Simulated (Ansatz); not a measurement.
**Work function of Ni(111): what the settings cost and change**

How thick a slab and how much vacuum does the work function of Ni(111) need?

Method: plane-wave DFT, PBE, Ansatz PAW, in Ansatz 0.2.0.

**What experiment says.**

For Ni (clean (111) face, a compiled value), “Anisotropic work function of elemental crystals” (2019, arxiv:1902.07811) quotes earlier work: work function (clean (111) face, a compiled value) 5.36 eV.

This is a report of a sequence of runs, with most program output left out.

## (1) The starting structure

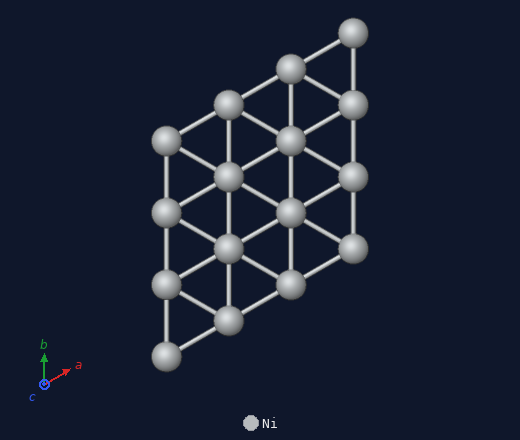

Start, viewed from above; nickel light grey. 4×4×1 cells are drawn.

The cell holds 1 atom: 1 Ni. Cell: a = 2.489 Å, b = 2.489 Å, c = 18.000 Å, α = 90.0°, β = 90.0°, γ = 60.0°. Vacuum lies along c.

## (2) Slab, setting 1 layer

A work function rests on the faint tail of the density, so the SCF threshold is tight. The slab grows from one layer, at fixed mesh and 18 Å of vacuum; then the vacuum is varied on one slab.

input.yaml reads:

```yaml
crystal:
  lattice:
    - [2.4890158698, 0.0, 0.0]
    - [1.2445079349, 2.1555509736, 0.0]
    - [0.0, 0.0, 18.0]
  atoms:
    - { symbol: Ni, position: [0.6666666667, 0.6666666667, 0.5], spin: 0.7 }
magnetization:
  spin_polarized: true
kpoints:
  mp_grid: { grid: [19, 19, 1] }
hamiltonian:
  xc: pbe
scf:
  occupations: { method: fermi_dirac, width: 0.1 }
  convergence: { dr2_threshold: 1.0e-09 }
efield:
  axis: 3
  dipole_correction: true
  ramp_position: 0.97
  ramp_width: 0.06
output:
  write_potential: true
  write_density: true
  volumetric_format: npy
  elf: true
```

Run with:

```
$ ansatz run input.yaml --threads 4 --pin off --max-ram 6144MiB --backend cpu --events-out ev --progress --plain --runs-dir out
```

Wall time 14 s (4 threads of Arm Neoverse N1, shared host); peak memory 0.46 GiB; 37 s of CPU time.

This step gave:

```
energy at zero smearing   : -5838.4301 eV
total moment              : 0.8943 μB
site moments              : 0.9486 μB
work function, upper face : 5.347 eV
```

Running mean over 2.032 Å of the planar mean; the ramp of the sawtooth is left out. Table of electron's electrostatic potential energy less the Fermi level by z:

```
z (Å)  electron's electrostatic potential energy less the Fermi level (eV)
    3                                                                 5.35
    4                                                                 5.35
    5                                                                 5.34
    6                                                                 5.31
    7                                                                 4.71
    8                                                                -2.92
    9                                                                -9.68
   10                                                                -2.92
   11                                                                 4.71
   12                                                                 5.31
   13                                                                 5.34
   14                                                                 5.35
   15                                                                 5.35
```

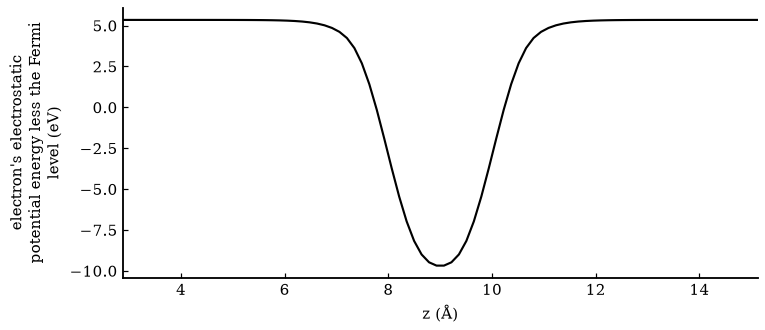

Electron's electrostatic potential energy less the Fermi level, plotted against z.

Site moment by atom:

```
atom  site moment (μB)
 Ni1             0.949
```

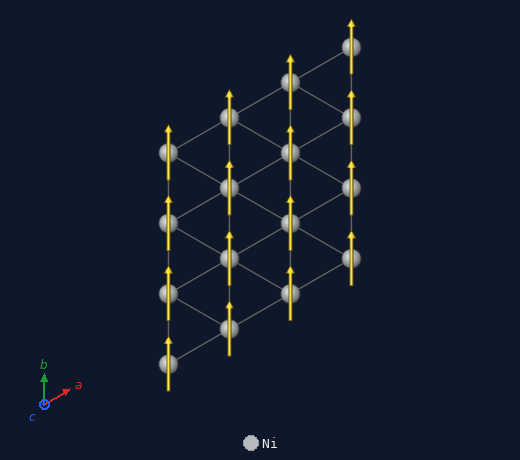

Site moment as arrows, the longest 0.949 μB. Up and down stand for the sign. Arrows give size and sign along the axis of quantisation, drawn up and down the page. 4×4×1 cells are drawn.

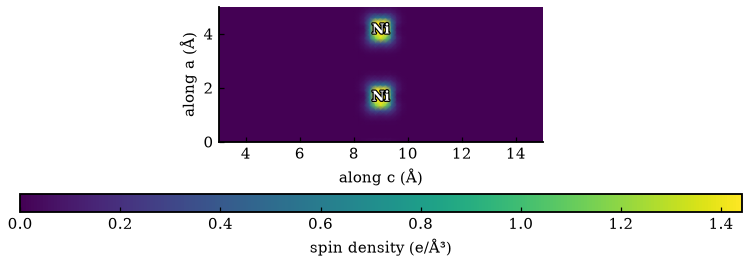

Spin density in the ca plane at fractional y = 0.667, with atoms of Ni within 0.2 Å of it. The far vacuum is left out of the map.

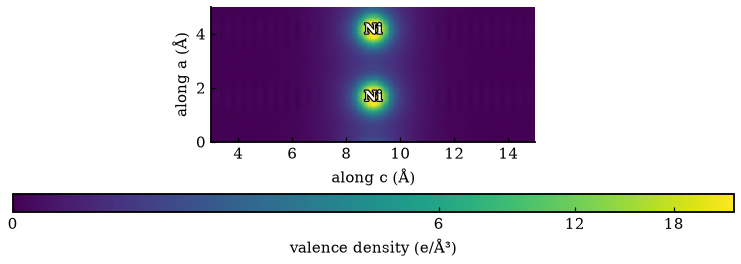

Valence density in the ca plane at fractional y = 0.667, with atoms of Ni within 0.2 Å of it. It is the smooth field of the valence electrons, not physical close to the nuclei. The colour scale is stretched toward low values. The far vacuum is left out of the map.

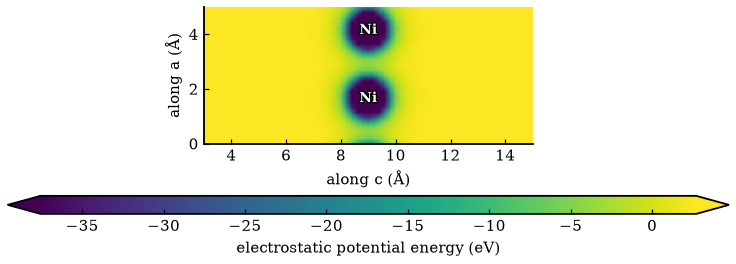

Electrostatic potential energy in the ca plane at fractional y = 0.667, with atoms of Ni within 0.2 Å of it. With pseudopotentials it is smooth inside the atoms' cores, unlike the true potential. The far vacuum is left out of the map.

The work function is 5.347 eV.

## (3) Slab, 2 atoms

System of this step: Ni(111). The cell holds 2 atoms: 2 Ni. Its edges and angles: a = 2.489 Å, b = 2.489 Å, c = 20.032 Å, α = 90.0°, β = 90.0°, γ = 60.0°. Vacuum lies along c.

input.yaml, the sections that differ from step 2:

```yaml
crystal:
  lattice:
    - [2.4890158698, 0.0, 0.0]
    - [1.2445079349, 2.1555509736, 0.0]
    - [0.0, 0.0, 20.0322729475]
  atoms:
    - { symbol: Ni, position: [0.6666666667, 0.6666666667, 0.4492750285], spin: 0.7 }
    - { symbol: Ni, position: [0.0, 0.0, 0.5507249715], spin: 0.7 }
output:
  write_potential: true
  write_density: true
  volumetric_format: npy
# magnetization, kpoints, hamiltonian, scf, efield: as in step 2
```

The job ended after 23 s (4 threads; peak memory 0.5 GiB; 65 s of CPU time).

The work function is 5.050 eV, -0.297 eV from the run “1 layer”, at 1.8 times its CPU time.

## (4) Run, 3 atoms

System of this step: Ni(111). The cell holds 3 atoms: 3 Ni. Its edges and angles: a = 2.489 Å, b = 2.489 Å, c = 22.065 Å, α = 90.0°, β = 90.0°, γ = 60.0°. Vacuum lies along c.

input.yaml, the sections that differ from step 3:

```yaml
crystal:
  lattice:
    - [2.4890158698, 0.0, 0.0]
    - [1.2445079349, 2.1555509736, 0.0]
    - [0.0, 0.0, 22.0645458951]
  atoms:
    - { symbol: Ni, position: [0.3333333333, 0.3333333333, 0.4078941866], spin: 0.7 }
    - { symbol: Ni, position: [0.6666666667, 0.6666666667, 0.5], spin: 0.7 }
    - { symbol: Ni, position: [0.0, 0.0, 0.5921058134], spin: 0.7 }
# magnetization, kpoints, hamiltonian, scf, efield, output: as in step 3
```

It took 39 s on 4 threads; peak memory 0.61 GiB.

The work function is 5.057 eV, +0.007 eV from the run “2 layers”, at 1.7 times its CPU time.

## (5) Run, 4 atoms

System of this step: Ni(111). The cell holds 4 atoms: 4 Ni. Its edges and angles: a = 2.489 Å, b = 2.489 Å, c = 24.097 Å, α = 90.0°, β = 90.0°, γ = 60.0°. Vacuum lies along c.

input.yaml, the sections that differ from step 4:

```yaml
crystal:
  lattice:
    - [2.4890158698, 0.0, 0.0]
    - [1.2445079349, 2.1555509736, 0.0]
    - [0.0, 0.0, 24.0968188426]
  atoms:
    - { symbol: Ni, position: [0.0, 0.0, 0.3734932839], spin: 0.7 }
    - { symbol: Ni, position: [0.3333333333, 0.3333333333, 0.4578310946], spin: 0.7 }
    - { symbol: Ni, position: [0.6666666667, 0.6666666667, 0.5421689054], spin: 0.7 }
    - { symbol: Ni, position: [0.0, 0.0, 0.6265067161], spin: 0.7 }
# magnetization, kpoints, hamiltonian, scf, efield, output: as in step 4
```

Elapsed: 66 s, on 4 threads; peak memory 0.73 GiB.

The work function is 5.077 eV, +0.021 eV from the run “3 layers”, at 1.8 times its CPU time.

## (6) Slab, 5 atoms

System of this step: Ni(111). The cell holds 5 atoms: 5 Ni. Its edges and angles: a = 2.489 Å, b = 2.489 Å, c = 26.129 Å, α = 90.0°, β = 90.0°, γ = 60.0°. Vacuum lies along c.

input.yaml, the sections that differ from step 5:

```yaml
crystal:
  lattice:
    - [2.4890158698, 0.0, 0.0]
    - [1.2445079349, 2.1555509736, 0.0]
    - [0.0, 0.0, 26.1290917902]
  atoms:
    - { symbol: Ni, position: [0.6666666667, 0.6666666667, 0.3444436597], spin: 0.7 }
    - { symbol: Ni, position: [0.0, 0.0, 0.4222218298], spin: 0.7 }
    - { symbol: Ni, position: [0.3333333333, 0.3333333333, 0.5], spin: 0.7 }
    - { symbol: Ni, position: [0.6666666667, 0.6666666667, 0.5777781702], spin: 0.7 }
    - { symbol: Ni, position: [0.0, 0.0, 0.6555563403], spin: 0.7 }
# magnetization, kpoints, hamiltonian, scf, efield, output: as in step 5
```

The job ended after 94 s (4 threads; peak memory 0.9 GiB; 4.7 min of CPU time).

The work function is 5.069 eV, -0.009 eV from the run “4 layers”, at 1.4 times its CPU time.

## (7) Run, 6 atoms

System of this step: Ni(111). The cell holds 6 atoms: 6 Ni. Its edges and angles: a = 2.489 Å, b = 2.489 Å, c = 28.161 Å, α = 90.0°, β = 90.0°, γ = 60.0°. Vacuum lies along c.

input.yaml, the sections that differ from step 6:

```yaml
crystal:
  lattice:
    - [2.4890158698, 0.0, 0.0]
    - [1.2445079349, 2.1555509736, 0.0]
    - [0.0, 0.0, 28.1613647377]
  atoms:
    - { symbol: Ni, position: [0.3333333333, 0.3333333333, 0.3195867844], spin: 0.7 }
    - { symbol: Ni, position: [0.6666666667, 0.6666666667, 0.3917520706], spin: 0.7 }
    - { symbol: Ni, position: [0.0, 0.0, 0.4639173569], spin: 0.7 }
    - { symbol: Ni, position: [0.3333333333, 0.3333333333, 0.5360826431], spin: 0.7 }
    - { symbol: Ni, position: [0.6666666667, 0.6666666667, 0.6082479294], spin: 0.7 }
    - { symbol: Ni, position: [0.0, 0.0, 0.6804132156], spin: 0.7 }
# magnetization, kpoints, hamiltonian, scf, efield, output: as in step 6
```

It took 2.1 min on 4 threads; peak memory 1.1 GiB.

The work function is 5.069 eV, +0.001 eV from the run “5 layers”, at 1.4 times its CPU time.

## (8) Slab, 8 atoms

System of this step: Ni(111). The cell holds 8 atoms: 8 Ni. Cell: a = 2.489 Å, b = 2.489 Å, c = 32.226 Å, α = 90.0°, β = 90.0°, γ = 60.0°. Vacuum lies along c.

input.yaml, the sections that differ from step 7:

```yaml
crystal:
  lattice:
    - [2.4890158698, 0.0, 0.0]
    - [1.2445079349, 2.1555509736, 0.0]
    - [0.0, 0.0, 32.2259106328]
  atoms:
    - { symbol: Ni, position: [0.6666666667, 0.6666666667, 0.2792783764], spin: 0.7 }
    - { symbol: Ni, position: [0.0, 0.0, 0.3423416974], spin: 0.7 }
    - { symbol: Ni, position: [0.3333333333, 0.3333333333, 0.4054050185], spin: 0.7 }
    - { symbol: Ni, position: [0.6666666667, 0.6666666667, 0.4684683395], spin: 0.7 }
    - { symbol: Ni, position: [0.0, 0.0, 0.5315316605], spin: 0.7 }
    - { symbol: Ni, position: [0.3333333333, 0.3333333333, 0.5945949815], spin: 0.7 }
    - { symbol: Ni, position: [0.6666666667, 0.6666666667, 0.6576583026], spin: 0.7 }
    - { symbol: Ni, position: [0.0, 0.0, 0.7207216236], spin: 0.7 }
# magnetization, kpoints, hamiltonian, scf, efield, output: as in step 7
```

Elapsed: 3.1 min, on 4 threads; peak memory 1.5 GiB; 10 min of CPU time.

The work function is 5.066 eV, -0.003 eV from the run “6 layers”, at 1.6 times its CPU time.

## (9) Run, 10 atoms

System of this step: Ni(111). The cell holds 10 atoms: 10 Ni. Its edges and angles: a = 2.489 Å, b = 2.489 Å, c = 36.290 Å, α = 90.0°, β = 90.0°, γ = 60.0°. Vacuum lies along c.

input.yaml, the sections that differ from step 8:

```yaml
crystal:
  lattice:
    - [2.4890158698, 0.0, 0.0]
    - [1.2445079349, 2.1555509736, 0.0]
    - [0.0, 0.0, 36.2904565279]
  atoms:
    - { symbol: Ni, position: [0.0, 0.0, 0.2479990846], spin: 0.7 }
    - { symbol: Ni, position: [0.3333333333, 0.3333333333, 0.3039992881], spin: 0.7 }
    - { symbol: Ni, position: [0.6666666667, 0.6666666667, 0.3599994915], spin: 0.7 }
    - { symbol: Ni, position: [0.0, 0.0, 0.4159996949], spin: 0.7 }
    - { symbol: Ni, position: [0.3333333333, 0.3333333333, 0.4719998983], spin: 0.7 }
    - { symbol: Ni, position: [0.6666666667, 0.6666666667, 0.5280001017], spin: 0.7 }
    - { symbol: Ni, position: [0.0, 0.0, 0.5840003051], spin: 0.7 }
    - { symbol: Ni, position: [0.3333333333, 0.3333333333, 0.6400005085], spin: 0.7 }
    - { symbol: Ni, position: [0.6666666667, 0.6666666667, 0.6960007119], spin: 0.7 }
    - { symbol: Ni, position: [0.0, 0.0, 0.7520009154], spin: 0.7 }
# magnetization, kpoints, hamiltonian, scf, efield, output: as in step 8
```

Run time: 5.5 min. Hardware: 4 threads; peak memory 2.1 GiB; 18 min of CPU time.

The work function is 5.065 eV, -0.001 eV from the run “8 layers”, at 1.8 times its CPU time.

## (10) Slab, 13 atoms

System of this step: Ni(111). The cell holds 13 atoms: 13 Ni. Cell: a = 2.489 Å, b = 2.489 Å, c = 42.387 Å, α = 90.0°, β = 90.0°, γ = 60.0°. Vacuum lies along c.

input.yaml, the sections that differ from step 9:

```yaml
crystal:
  lattice:
    - [2.4890158698, 0.0, 0.0]
    - [1.2445079349, 2.1555509736, 0.0]
    - [0.0, 0.0, 42.3872753706]
  atoms:
    - { symbol: Ni, position: [0.0, 0.0, 0.2123278725], spin: 0.7 }
    - { symbol: Ni, position: [0.3333333333, 0.3333333333, 0.2602732271], spin: 0.7 }
    - { symbol: Ni, position: [0.6666666667, 0.6666666667, 0.3082185817], spin: 0.7 }
    - { symbol: Ni, position: [0.0, 0.0, 0.3561639362], spin: 0.7 }
    - { symbol: Ni, position: [0.3333333333, 0.3333333333, 0.4041092908], spin: 0.7 }
    - { symbol: Ni, position: [0.6666666667, 0.6666666667, 0.4520546454], spin: 0.7 }
    - { symbol: Ni, position: [0.0, 0.0, 0.5], spin: 0.7 }
    - { symbol: Ni, position: [0.3333333333, 0.3333333333, 0.5479453546], spin: 0.7 }
    - { symbol: Ni, position: [0.6666666667, 0.6666666667, 0.5958907092], spin: 0.7 }
    - { symbol: Ni, position: [0.0, 0.0, 0.6438360638], spin: 0.7 }
    - { symbol: Ni, position: [0.3333333333, 0.3333333333, 0.6917814183], spin: 0.7 }
    - { symbol: Ni, position: [0.6666666667, 0.6666666667, 0.7397267729], spin: 0.7 }
    - { symbol: Ni, position: [0.0, 0.0, 0.7876721275], spin: 0.7 }
# magnetization, kpoints, hamiltonian, scf, efield, output: as in step 9
```

Run time: 9.6 min. Hardware: 4 threads; peak memory 3 GiB; 32 min of CPU time.

The work function is 5.067 eV, +0.002 eV from the run “10 layers”, at 1.7 times its CPU time.

## (11) Run, 7 atoms

System of this step: Ni(111). The cell holds 7 atoms: 7 Ni. Cell: a = 2.489 Å, b = 2.489 Å, c = 22.194 Å, α = 90.0°, β = 90.0°, γ = 60.0°. Vacuum lies along c.

input.yaml, the sections that differ from step 10:

```yaml
crystal:
  lattice:
    - [2.4890158698, 0.0, 0.0]
    - [1.2445079349, 2.1555509736, 0.0]
    - [0.0, 0.0, 22.1936376853]
  atoms:
    - { symbol: Ni, position: [0.0, 0.0, 0.2252897912], spin: 0.7 }
    - { symbol: Ni, position: [0.3333333333, 0.3333333333, 0.3168598608], spin: 0.7 }
    - { symbol: Ni, position: [0.6666666667, 0.6666666667, 0.4084299304], spin: 0.7 }
    - { symbol: Ni, position: [0.0, 0.0, 0.5], spin: 0.7 }
    - { symbol: Ni, position: [0.3333333333, 0.3333333333, 0.5915700696], spin: 0.7 }
    - { symbol: Ni, position: [0.6666666667, 0.6666666667, 0.6831401392], spin: 0.7 }
    - { symbol: Ni, position: [0.0, 0.0, 0.7747102088], spin: 0.7 }
# magnetization, kpoints, hamiltonian, scf, efield, output: as in step 10
```

Wall time 2.2 min (4 threads); peak memory 1 GiB.

The work function is 5.062 eV. The program marks this work function as in doubt.

[end of part 1 of 2]

[Logs are printed without paths, hosts, clocks, repeated set-up lines and the standing remarks that a program may print on its own settings, such as how far it seeks lower states.]

[Hosts, paths, dates, database ids (printed as entryN), source tags and the programs' standing remarks are cut or masked in the printed files.]

[Maps of the electrostatic potential energy from Ansatz leave out the sawtooth potential of an applied field or a dipole correction, so their vacuum need not be flat; planar profiles and work functions include it.]
